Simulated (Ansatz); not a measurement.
A series of calculations on C₂H₉N₃Si

**1. Relaxation**

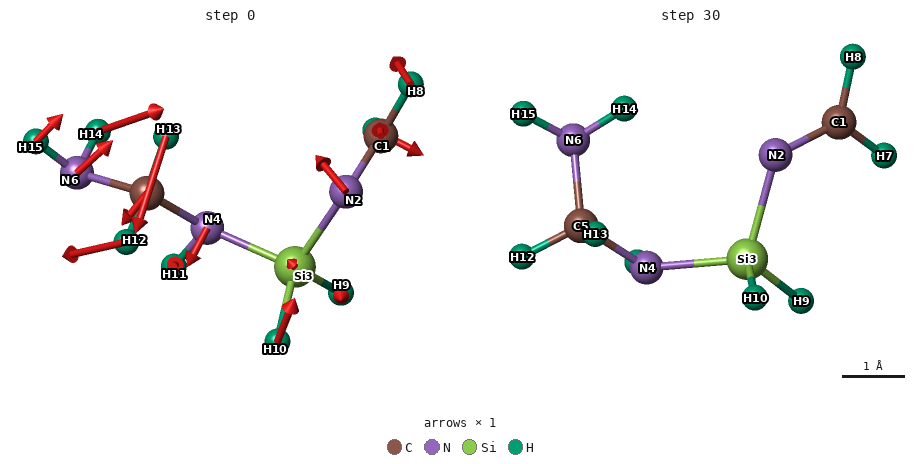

The structure of C$_{2}$H$_{9}$N$_{3}$Si before (left) and after (right) a relaxation, at one scale. The red arrows give the displacements, at their true length.

The picture is a ball-and-stick view, seen face on.

The run prepares an end point of a later path (inversion) calculation, from a guessed geometry.

Method: RKS r2SCAN/6-31G* (Ansatz 0.2.0). Set-up: no spin polarisation; force threshold 0.015 eV/Å; at most 40 steps.

Question: Describe what moved and what it gained.

Answer: The largest moves after the best rigid fit, 1.71 Å, are those of H13 and H14. Largest moves by element: H 1.71 Å, N 0.93 Å, C 0.69 Å, Si 0.21 Å. Some distances before and after: Si3–N4 1.607 → 1.725 Å, N2–Si3 1.717 → 1.766 Å, N4–H11 1.052 → 1.018 Å, N6–H15 0.990 → 1.020 Å. Among the angles between lasting bonds that change: N4–C5–H13 115.5° → 106.6°, C1–N2–Si3 115.4° → 123.5°, Si3–N4–C5 126.7° → 119.6°. Groups turn about N2–Si3 by about 50°. The energy falls by 0.906 eV in 27 accepted moves (30 points after the start). The largest force component goes from 4 to 0.013 eV/Å. The line search rejected the trial steps at points 9, 18, 24 of the run. Cost: 96 s on 2 threads of Intel(R) Xeon(R) Platinum 8488C (Sapphire Rapids), with other jobs on the host, peak memory 0.21 GiB.

**2. Relaxation**

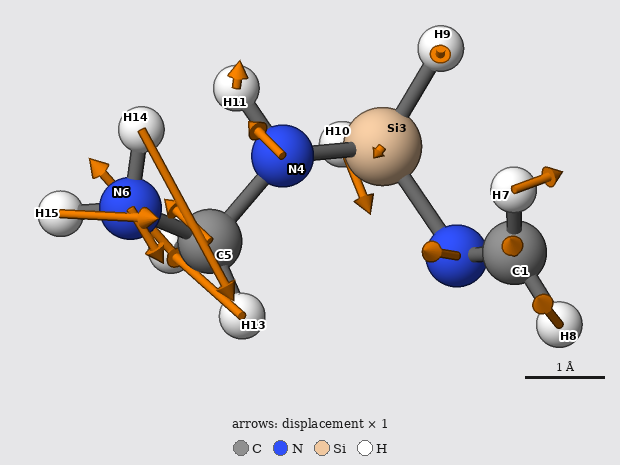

A relaxation of C2H9N3Si. The starting structure is drawn; orange arrows show the displacements, at their true length. The two geometries are superimposed by the best rigid fit.

The picture is a ball-and-stick view, seen from a free direction.

The run prepares an end point of a later path (inversion) calculation, from a guessed geometry.

Computed with RKS r2SCAN/6-31G* (Ansatz 0.2.0).

The input:
```yaml
crystal:
  periodic: [false, false, false]
  atoms:
    - { symbol: C, position_ang: [0.596, -1.8988, -1.728] }
    - { symbol: "N", position_ang: [1.3233, -0.9558, -1.2534] }
    - { symbol: Si, position_ang: [1.2598, -0.7653, 0.4514] }
    - { symbol: "N", position_ang: [-0.0874, 0.0554, 0.7601] }
    - { symbol: C, position_ang: [-0.4579, 1.3328, 0.2167] }
    - { symbol: "N", position_ang: [-1.7035, 1.6794, 0.883] }
    - { symbol: H, position_ang: [-0.1031, -2.4986, -1.1468] }
    - { symbol: H, position_ang: [0.5695, -1.9962, -2.8374] }
    - { symbol: H, position_ang: [1.2406, -2.0721, 1.1628] }
    - { symbol: H, position_ang: [2.4159, 0.0724, 0.9541] }
    - { symbol: H, position_ang: [-0.2845, 0.1262, 1.7906] }
    - { symbol: H, position_ang: [0.315, 2.0984, 0.5086] }
    - { symbol: H, position_ang: [-0.6404, 1.3506, -0.869] }
    - { symbol: H, position_ang: [-1.81769, 1.02501, 1.67523] }
    - { symbol: H, position_ang: [-1.61469, 2.57318, 1.29975] }
basis:
  gaussian: { orbitals: "6-31G*" }
hamiltonian:
  xc: r2scan
relax:
  f_tol: 0.015
  max_steps: 40
```

Run as
```bash
ansatz run input.yaml --threads 2 --pin off --max-ram 3072MiB --backend cpu --events-out ev --progress --plain --runs-dir out
```

Question: Atoms of which element are displaced furthest, and by how much?

Answer: Hydrogen: up to 2.53 Å, against 0.99 Å for nitrogen.

Question: Describe the change and its energy.

Answer: The atom that moves furthest after the best rigid fit is H14 (2.53 Å). Largest moves by element: H 2.53 Å, N 0.99 Å, C 0.92 Å, Si 0.20 Å. Among the contacts that change: Si3–N4 1.607 → 1.722 Å, N2–Si3 1.717 → 1.767 Å, N4–C5 1.437 → 1.473 Å, N4–H11 1.052 → 1.016 Å. Among the angles between lasting bonds that change: N4–C5–N6 105.0° → 118.1°, N4–C5–H13 115.5° → 106.8°, C1–N2–Si3 115.4° → 123.2°. Groups turn about C5–N6 by about 70°, N2–Si3 by about 45°. The energy falls by 29.9 kcal/mol in 31 accepted moves (37 points after the start). Largest force component: 3.8 eV/Å at the start, 0.0097 eV/Å at the end. The line search rejected the trial steps at points 10, 16, 23, 28, 31, 35 of the run.

**3. Path**

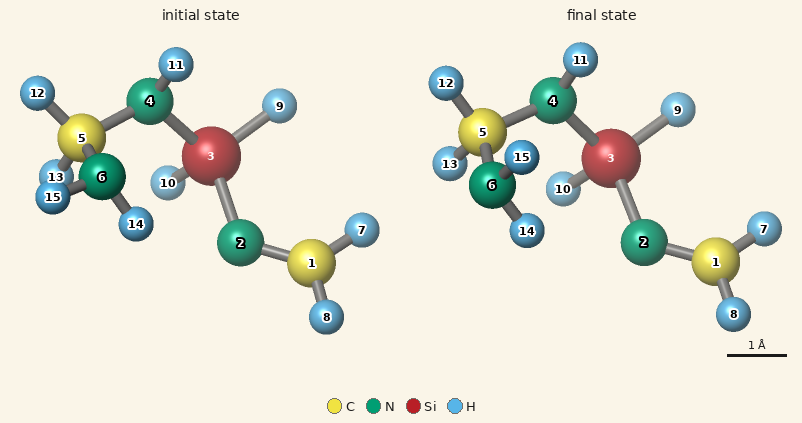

The two relaxed end points of a path for C$_{2}$H$_{9}$N$_{3}$Si. Style: ball-and-stick. Shown from a free direction.

Computed with RKS r2SCAN/6-31G* (Ansatz 0.2.0).

Input file:
```yaml
crystal:
  periodic: [false, false, false]
  atoms:
    - { symbol: C, position_ang: [0.208944, -2.118873, -1.665096] }
    - { symbol: "N", position_ang: [0.356537, -0.944333, -1.206304] }
    - { symbol: Si, position_ang: [1.195822, -0.587667, 0.306096] }
    - { symbol: "N", position_ang: [0.221244, 0.377392, 1.352545] }
    - { symbol: C, position_ang: [-0.382432, 1.601245, 0.846925] }
    - { symbol: "N", position_ang: [-1.647618, 1.319841, 0.172725] }
    - { symbol: H, position_ang: [0.606158, -3.035826, -1.188203] }
    - { symbol: H, position_ang: [-0.345802, -2.286086, -2.600735] }
    - { symbol: H, position_ang: [1.564543, -1.832299, 1.048516] }
    - { symbol: H, position_ang: [2.395432, 0.190748, -0.098044] }
    - { symbol: H, position_ang: [-0.436301, -0.123441, 1.946331] }
    - { symbol: H, position_ang: [-0.595488, 2.283909, 1.682153] }
    - { symbol: H, position_ang: [0.381307, 2.092311, 0.214368] }
    - { symbol: H, position_ang: [-1.443624, 0.816367, -0.692812] }
    - { symbol: H, position_ang: [-2.100522, 2.196012, -0.089164] }
basis:
  gaussian: { orbitals: "6-31G*" }
hamiltonian:
  xc: r2scan
neb:
  order_check: false
  images: 7
  f_tol: 0.05
  max_iterations: 60
  initial_path: idpp
  final_atoms:
    - { symbol: C, position_ang: [0.15619657, -2.15064992, -1.65254872] }
    - { symbol: "N", position_ang: [0.30737547, -0.96464359, -1.22603883] }
    - { symbol: Si, position_ang: [1.14040784, -0.57808831, 0.28391861] }
    - { symbol: "N", position_ang: [0.17780696, 0.41495491, 1.31059512] }
    - { symbol: C, position_ang: [-0.34313551, 1.70981064, 0.84011166] }
    - { symbol: "N", position_ang: [-1.43773788, 1.69992628, -0.11493687] }
    - { symbol: H, position_ang: [0.53392755, -3.05698311, -1.13958971] }
    - { symbol: H, position_ang: [-0.38110278, -2.33985769, -2.59458533] }
    - { symbol: H, position_ang: [1.49661646, -1.81746715, 1.0432172] }
    - { symbol: H, position_ang: [2.34469757, 0.18775718, -0.13067045] }
    - { symbol: H, position_ang: [-0.45481362, -0.0572791, 1.94999363] }
    - { symbol: H, position_ang: [-0.65793066, 2.29291056, 1.71454297] }
    - { symbol: H, position_ang: [0.49784165, 2.24206777, 0.3781167] }
    - { symbol: H, position_ang: [-1.16034011, 1.1439794, -0.92562357] }
    - { symbol: H, position_ang: [-2.24160951, 1.22286211, 0.29279859] }
```

Run as
```bash
ansatz run input.yaml --threads 2 --pin off --max-ram 3072MiB --backend cpu --events-out ev --progress --plain --runs-dir out
```

Q: Predict the minimum-energy path and its barrier.

A: The highest point, image 4, lies 19.5 kJ/mol above the start and 24.2 kJ/mol above the end; the end is at −4.6 kJ/mol relative to the start. The motion is an umbrella inversion at N6. No bond forms or breaks between the ends. Bond angles that change up to the highest image, for instance: H14–N6–H15 107.1° → 118.9°, C5–N6–H15 109.7° → 121.4°. The band is converged. At the top, the vibrational analysis gives one imaginary mode (653i cm⁻¹), as a transition state must have.

Energies of the converged images:

```tsv
image	path (Å)	E (kJ/mol)
0	0.00	0.0
1	0.22	0.7
2	0.44	3.5
3	0.66	11.3
4	0.88	19.5
5	1.13	8.3
6	1.38	-1.6
7	1.63	-4.3
8	1.88	-4.6
```

The geometry at the top of the path:

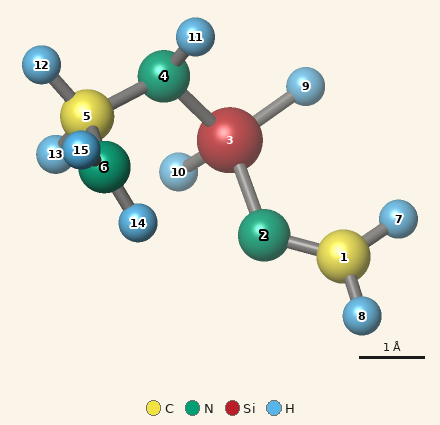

Cost: 2.8 min on 2 threads of Intel(R) Xeon(R) Platinum 8488C (Sapphire Rapids), on a shared host, peak memory 0.21 GiB.
